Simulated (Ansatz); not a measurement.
**Run report: Si2H7F, nudged elastic band (part 1 of 2)**

Si2H7F, computed with RHF/cc-pVDZ (Ansatz 0.2.0).

It belongs to a series of runs on one base structure; here: band between the two ends. Figures and captions count atoms from 1; the log counts them from 0 in places.

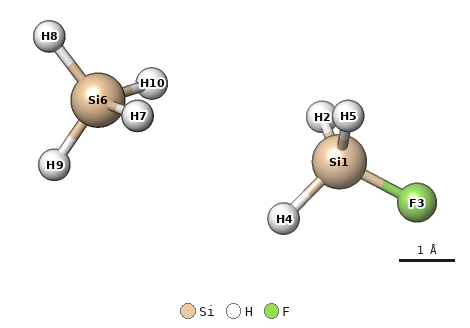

**Figure 1.** The input geometry (ball-and-stick view, seen at a tilt; atoms are numbered from 1 in the order of the input).

## The input
```yaml
crystal:
  periodic: [false, false, false]
  atoms:
    - { symbol: Si, position_ang: [1.107733, -0.031638, -0.309622] }
    - { symbol: H, position_ang: [1.641424, 0.131909, 1.059391] }
    - { symbol: F, position_ang: [2.366832, 0.050006, -1.349959] }
    - { symbol: H, position_ang: [0.170199, 1.059831, -0.650516] }
    - { symbol: H, position_ang: [0.467244, -1.353451, -0.47881] }
    - { symbol: Si, position_ang: [-3.509662, 0.029043, 1.514579] }
    - { symbol: H, position_ang: [-3.771595, -0.743054, 0.272065] }
    - { symbol: H, position_ang: [-4.299348, -0.542156, 2.636081] }
    - { symbol: H, position_ang: [-3.886744, 1.45101, 1.306932] }
    - { symbol: H, position_ang: [-2.060381, -0.051499, 1.843959] }
basis:
  gaussian: { orbitals: cc-pVDZ }
hamiltonian:
  xc: hf
neb:
  order_check: false
  images: 9
  f_tol: 0.03
  max_iterations: 60
  final_atoms:
    - { symbol: Si, position_ang: [-0.61596193, -0.26000749, -0.69374299] }
    - { symbol: H, position_ang: [0.61301958, 0.61270054, 2.91095155] }
    - { symbol: F, position_ang: [0.61332272, 0.07924591, 0.34653459] }
    - { symbol: H, position_ang: [-0.52655285, 0.71758922, -1.8043464] }
    - { symbol: H, position_ang: [-0.37798689, -1.62684955, -1.21492517] }
    - { symbol: Si, position_ang: [-2.66283693, -0.09224793, 0.48657586] }
    - { symbol: H, position_ang: [-3.7801603, -0.39366331, -0.45027385] }
    - { symbol: H, position_ang: [-2.68735436, -1.06924468, 1.60688794] }
    - { symbol: H, position_ang: [-2.83083813, 1.28365538, 1.02146267] }
    - { symbol: H, position_ang: [0.48105108, 0.74882292, 3.63497582] }
  initial_path:
    images:
      - { positions_ang: [[1.107733, -0.031638, -0.309622], [1.641424, 0.131909, 1.059391], [2.366832, 0.050006, -1.349959], [0.170199, 1.059831, -0.650516], [0.467244, -1.353451, -0.47881], [-3.509662, 0.029043, 1.514579], [-3.771595, -0.743054, 0.272065], [-4.299348, -0.542156, 2.636081], [-3.886744, 1.45101, 1.306932], [-2.060381, -0.051499, 1.843959]] }
      - { positions_ang: [[0.8848467, -0.0254039, -0.25035881], [1.31590067, 0.10432568, 1.20682666], [2.19078632, 0.03966077, -1.19192029], [-0.0033482, 1.08661096, -0.61802417], [0.23335807, -1.32057153, -0.4821076], [-3.28551726, 0.02357103, 1.3733324], [-3.65487975, -0.77533778, 0.21538578], [-3.92452372, -0.52199981, 2.54866415], [-3.69654622, 1.43123705, 1.18835921], [-1.83437462, -0.04209147, 1.85394266]] }
      - { positions_ang: [[0.6619604, -0.01916979, -0.19109562], [0.99037734, 0.07674235, 1.35426233], [2.01474064, 0.02931554, -1.03388157], [-0.1768954, 1.11339092, -0.58553233], [-0.00052786, -1.28769206, -0.4854052], [-3.06137252, 0.01809906, 1.2320858], [-3.53816449, -0.80762156, 0.15870656], [-3.54969943, -0.50184362, 2.4612473], [-3.50634845, 1.4114641, 1.06978642], [-1.60836823, -0.03268394, 1.86392632]] }
      - { positions_ang: [[0.4390741, -0.01293569, -0.13183243], [0.66485401, 0.04915903, 1.50169799], [1.83869496, 0.01897031, -0.87584286], [-0.3504426, 1.14017088, -0.5530405], [-0.23441378, -1.25481259, -0.4887028], [-2.83722778, 0.01262708, 1.0908392], [-3.42144924, -0.83990533, 0.10202734], [-3.17487515, -0.48168743, 2.37383045], [-3.31615067, 1.39169115, 0.95121363], [-1.38236185, -0.02327641, 1.87390997]] }
      - { positions_ang: [[0.2161878, -0.00670159, -0.07256923], [0.33933068, 0.02157571, 1.64913365], [1.66264928, 0.00862508, -0.71780414], [-0.5239898, 1.16695084, -0.52054866], [-0.46829971, -1.22193313, -0.4920004], [-2.61308304, 0.00715511, 0.9495926], [-3.30473399, -0.87218911, 0.04534811], [-2.80005087, -0.46153124, 2.2864136], [-3.12595289, 1.37191819, 0.83264084], [-1.15635546, -0.01386888, 1.88389363]] }
      - { positions_ang: [[-0.0066985, -0.00046749, -0.01330604], [0.01380735, -0.00600761, 1.79656932], [1.4866036, -0.00172015, -0.55976543], [-0.69753699, 1.19373081, -0.48805683], [-0.70218564, -1.18905366, -0.495298], [-2.3889383, 0.00168314, 0.808346], [-3.18801874, -0.90447289, -0.01133111], [-2.42522659, -0.44137505, 2.19899674], [-2.93575511, 1.35214524, 0.71406806], [-0.93034908, -0.00446134, 1.89387729]] }
      - { positions_ang: [[-0.12855119, -0.05237549, -0.14939343], [0.1336498, 0.11773402, 2.01944576], [1.31194743, 0.01447306, -0.37850542], [-0.66334017, 1.09850249, -0.75131475], [-0.63734589, -1.27661284, -0.63922343], [-2.44371802, -0.01710308, 0.74399197], [-3.30644705, -0.80231097, -0.09911966], [-2.47765214, -0.56694897, 2.08057498], [-2.91477172, 1.33844727, 0.77554698], [-0.64806905, 0.14619551, 2.24209699]] }
      - { positions_ang: [[-0.25040387, -0.10428349, -0.28548082], [0.25349224, 0.24147565, 2.24232221], [1.13729125, 0.03066627, -0.19724542], [-0.62914334, 1.00327417, -1.01457266], [-0.57250614, -1.36417201, -0.78314887], [-2.49849775, -0.03588929, 0.67963794], [-3.42487536, -0.70014906, -0.18690821], [-2.53007769, -0.6925229, 1.96215322], [-2.89378832, 1.3247493, 0.8370259], [-0.36578902, 0.29685236, 2.5903167]] }
      - { positions_ang: [[-0.37225656, -0.15619149, -0.42156821], [0.37333469, 0.36521728, 2.46519866], [0.96263507, 0.04685949, -0.01598542], [-0.59494651, 0.90804585, -1.27783057], [-0.50766639, -1.45173119, -0.9270743], [-2.55327747, -0.0546755, 0.61528391], [-3.54330367, -0.59798714, -0.27469675], [-2.58250325, -0.81809683, 1.84373146], [-2.87280492, 1.31105132, 0.89850483], [-0.08350898, 0.44750921, 2.93853641]] }
      - { positions_ang: [[-0.49410924, -0.20809949, -0.5576556], [0.49317713, 0.48895891, 2.6880751], [0.7879789, 0.0630527, 0.16527458], [-0.56074968, 0.81281754, -1.54108849], [-0.44282664, -1.53929037, -1.07099974], [-2.6080572, -0.07346172, 0.55092988], [-3.66173198, -0.49582523, -0.3624853], [-2.6349288, -0.94367075, 1.7253097], [-2.85182153, 1.29735335, 0.95998375], [0.19877105, 0.59816607, 3.28675611]] }
      - { positions_ang: [[-0.61596193, -0.26000749, -0.69374299], [0.61301958, 0.61270054, 2.91095155], [0.61332272, 0.07924591, 0.34653459], [-0.52655285, 0.71758922, -1.8043464], [-0.37798689, -1.62684955, -1.21492517], [-2.66283693, -0.09224793, 0.48657586], [-3.7801603, -0.39366331, -0.45027385], [-2.68735436, -1.06924468, 1.60688794], [-2.83083813, 1.28365538, 1.02146267], [0.48105108, 0.74882292, 3.63497582]] }
```

Launch command:
```bash
ansatz run input.yaml --threads 1 --pin off --max-ram 2048MiB --backend cpu --events-out ev --progress --plain --runs-dir out
```

## Log
```
Engine: ansatz 0.2.0, x86_64-unknown-linux-gnu
Functional definition: HF
  exchange = exact_x
  correlation = 0
923 factors; integrals over basis functions are off by at most 4.1e-4 eV
mean field evaluation 1: about -18540.0649 eV, gradient 2.6e1 eV
mean field evaluation 2: about -18540.1179 eV, gradient 2.6e1 eV
mean field evaluation 4: about -18541.9613 eV, gradient 2.4e0 eV
mean field evaluation 8: about -18541.9922 eV, gradient 6.4e-2 eV
mean field -18541.99221774 eV, -681.4056457881 hartree, gradient 2.4e-5 eV, S^2 0.000000; 0 other end points of the search recorded, 0 dependent functions left out
the calculation of the forces begins
reference -18541.99221774 eV, -681.4056457881 hartree; 22, 22 occupied and 63, 63 virtual orbitals, 923 factors
922 factors; integrals over basis functions are off by at most 1.3e-3 eV
mean field evaluation 16: about -18541.4338 eV, gradient 2.5e0 eV
mean field -18541.46905977 eV, -681.3864200876 hartree, gradient 3.8e-5 eV, S^2 0.000000; 0 other end points of the search recorded, 0 dependent functions left out
[... from here on the field's lines of each further geometry are left out, up to the last ...]
NEB iter   1: max|band force component| = 1.625e1 eV/Å  barrier→ = 6.2014 eV  barrier← = 5.6782 eV  Δτ_max = 0.2000 Å  (352 SCF iters)
NEB iter   2: max|band force component| = 7.330e0 eV/Å  barrier→ = 4.8966 eV  barrier← = 4.3734 eV  Δτ_max = 0.2000 Å  (263 SCF iters)
NEB iter   3: max|band force component| = 2.606e0 eV/Å  barrier→ = 4.0736 eV  barrier← = 3.5505 eV  Δτ_max = 0.2000 Å  (268 SCF iters)
NEB iter   4: max|band force component| = 8.165e-1 eV/Å  barrier→ = 3.7954 eV  barrier← = 3.2722 eV  Δτ_max = 0.1151 Å  (261 SCF iters)
NEB iter   5: max|band force component| = 6.381e-1 eV/Å  barrier→ = 3.6625 eV  barrier← = 3.1393 eV  Δτ_max = 0.1666 Å  (259 SCF iters)
NEB iter   6: max|band force component| = 7.163e-1 eV/Å  barrier→ = 3.4963 eV  barrier← = 2.9732 eV  Δτ_max = 0.0821 Å  (260 SCF iters)
NEB iter   7: max|band force component| = 1.208e0 eV/Å  barrier→ = 3.4294 eV  barrier← = 2.9063 eV  CI = image 5  Δτ_max = 0.1658 Å  (257 SCF iters)
NEB iter   8: max|band force component| = 7.084e-1 eV/Å  barrier→ = 3.7544 eV  barrier← = 3.2312 eV  CI = image 5  Δτ_max = 0.1904 Å  (264 SCF iters)
NEB iter   9: max|band force component| = 1.479e0 eV/Å  barrier→ = 4.0201 eV  barrier← = 3.4969 eV  CI = image 5  Δτ_max = 0.1009 Å  (261 SCF iters)
NEB iter  10: max|band force component| = 8.183e-1 eV/Å  barrier→ = 3.8968 eV  barrier← = 3.3736 eV  CI = image 5  Δτ_max = 0.0776 Å  (245 SCF iters)
NEB iter  11: max|band force component| = 3.368e-1 eV/Å  barrier→ = 3.8677 eV  barrier← = 3.3445 eV  CI = image 5  Δτ_max = 0.0729 Å  (243 SCF iters)
NEB iter  12: max|band force component| = 6.462e-1 eV/Å  barrier→ = 3.8389 eV  barrier← = 3.3157 eV  CI = image 5  Δτ_max = 0.0373 Å  (263 SCF iters)
NEB iter  13: max|band force component| = 3.495e-1 eV/Å  barrier→ = 3.8554 eV  barrier← = 3.3322 eV  CI = image 5  Δτ_max = 0.0367 Å  (229 SCF iters)
NEB iter  14: max|band force component| = 8.904e-2 eV/Å  barrier→ = 3.8575 eV  barrier← = 3.3344 eV  CI = image 5  Δτ_max = 0.0474 Å  (246 SCF iters)
NEB iter  15: max|band force component| = 9.248e-2 eV/Å  barrier→ = 3.8544 eV  barrier← = 3.3312 eV  CI = image 5  Δτ_max = 0.0237 Å  (256 SCF iters)
NEB iter  16: max|band force component| = 7.053e-2 eV/Å  barrier→ = 3.8518 eV  barrier← = 3.3286 eV  CI = image 5  Δτ_max = 0.0237 Å  (251 SCF iters)
NEB iter  17: max|band force component| = 5.994e-2 eV/Å  barrier→ = 3.8495 eV  barrier← = 3.3263 eV  CI = image 5  Δτ_max = 0.0237 Å  (260 SCF iters)
NEB iter  18: max|band force component| = 5.984e-2 eV/Å  barrier→ = 3.8472 eV  barrier← = 3.3241 eV  CI = image 5  Δτ_max = 0.0237 Å  (250 SCF iters)
NEB iter  19: max|band force component| = 5.005e-2 eV/Å  barrier→ = 3.8451 eV  barrier← = 3.3220 eV  CI = image 5  Δτ_max = 0.0237 Å  (266 SCF iters)
NEB iter  20: max|band force component| = 4.669e-2 eV/Å  barrier→ = 3.8430 eV  barrier← = 3.3199 eV  CI = image 5  Δτ_max = 0.0237 Å  (257 SCF iters)
NEB iter  21: max|band force component| = 5.453e-2 eV/Å  barrier→ = 3.8410 eV  barrier← = 3.3179 eV  CI = image 5  Δτ_max = 0.0237 Å  (260 SCF iters)
NEB iter  22: max|band force component| = 6.062e-2 eV/Å  barrier→ = 3.8391 eV  barrier← = 3.3159 eV  CI = image 5  Δτ_max = 0.0237 Å  (267 SCF iters)
NEB iter  23: max|band force component| = 6.875e-2 eV/Å  barrier→ = 3.8372 eV  barrier← = 3.3141 eV  CI = image 5  Δτ_max = 0.0475 Å  (267 SCF iters)
NEB iter  24: max|band force component| = 8.098e-2 eV/Å  barrier→ = 3.8348 eV  barrier← = 3.3116 eV  CI = image 5  Δτ_max = 0.0237 Å  (264 SCF iters)
NEB iter  25: max|band force component| = 6.501e-2 eV/Å  barrier→ = 3.8327 eV  barrier← = 3.3096 eV  CI = image 5  Δτ_max = 0.0237 Å  (268 SCF iters)
NEB iter  26: max|band force component| = 6.442e-2 eV/Å  barrier→ = 3.8312 eV  barrier← = 3.3080 eV  CI = image 5  Δτ_max = 0.0237 Å  (250 SCF iters)
NEB iter  27: max|band force component| = 6.953e-2 eV/Å  barrier→ = 3.8297 eV  barrier← = 3.3066 eV  CI = image 5  Δτ_max = 0.0237 Å  (259 SCF iters)
NEB iter  28: max|band force component| = 7.352e-2 eV/Å  barrier→ = 3.8284 eV  barrier← = 3.3053 eV  CI = image 5  Δτ_max = 0.0474 Å  (252 SCF iters)
NEB iter  29: max|band force component| = 8.130e-2 eV/Å  barrier→ = 3.8264 eV  barrier← = 3.3032 eV  CI = image 5  Δτ_max = 0.0930 Å  (255 SCF iters)
NEB iter  30: max|band force component| = 3.201e-2 eV/Å  barrier→ = 3.8250 eV  barrier← = 3.3019 eV  CI = image 5  Δτ_max = 0.0492 Å  (270 SCF iters)
NEB iter  31: max|band force component| = 3.715e-2 eV/Å  barrier→ = 3.8247 eV  barrier← = 3.3016 eV  CI = image 5  Δτ_max = 0.0247 Å  (273 SCF iters)
NEB iter  32: max|band force component| = 4.689e-2 eV/Å  barrier→ = 3.8248 eV  barrier← = 3.3017 eV  CI = image 5  Δτ_max = 0.0123 Å  (258 SCF iters)
NEB iter  33: max|band force component| = 3.650e-2 eV/Å  barrier→ = 3.8244 eV  barrier← = 3.3013 eV  CI = image 5  Δτ_max = 0.0123 Å  (203 SCF iters)
NEB iter  34: max|band force component| = 3.332e-2 eV/Å  barrier→ = 3.8244 eV  barrier← = 3.3013 eV  CI = image 5  Δτ_max = 0.0123 Å  (201 SCF iters)
the calculation of the forces begins
reference -18541.46237435 eV, -681.3861744029 hartree; 22, 22 occupied and 63, 63 virtual orbitals, 923 factors
924 factors; integrals over basis functions are off by at most 7.6e-4 eV
mean field -18538.16781397 eV, -681.2651015419 hartree, gradient 2.1e-5 eV, S^2 0.000000; 1 other end points of the search recorded, 0 dependent functions left out
the calculation of the forces begins
reference -18538.16781397 eV, -681.2651015419 hartree; 22, 22 occupied and 63, 63 virtual orbitals, 924 factors
NEB iter  35: max|band force component| = 2.581e-2 eV/Å  barrier→ = 3.8244 eV  barrier← = 3.3012 eV  CI = image 5  Δτ_max = 0.0000 Å  (499 SCF iters)
```
